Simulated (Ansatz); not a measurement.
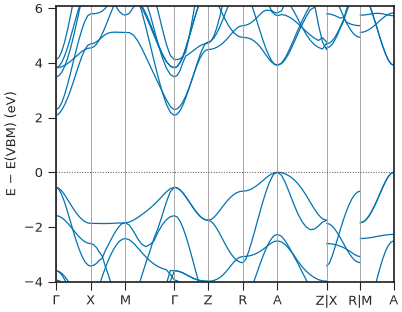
Figure. Band structure from r²SCAN in the plane-wave PAW code Ansatz

### Question
Read off the gap and where the band edges lie.

### Answer
About 2.1 eV (2.08 eV by a search for the band edges); maximum at A, minimum at Γ.

### Question
Which compound is it?
A) CaO, P4/nmm (Ca on 2c, O on 2a)
B) Si3Ge, P-4m2 (Si on 2g, Si on 1a, Ge on 1c)
C) YSiNO2, P4/mmm (Y on 1b, Si on 1c, N on 1d, O on 2f)

### Answer
C, YSiNO2, P4/mmm (Y on 1b, Si on 1c, N on 1d, O on 2f)

The start of the workflow was typed in or built on a structure type; neither database checked (COD, Materials Project) lists it. COD files the formula under space group No. 15, 63, so this cell is another polymorph or a model. Its standing as an ambient phase is unchecked. Symmetry was held in the r²SCAN relaxation; its stability against distortions is not shown here. The run is not spin-polarised. Scalar-relativistic: spin–orbit coupling is off unless named, which matters more the heavier the elements.

Potentials: the earlier of the program's two PAW sets.
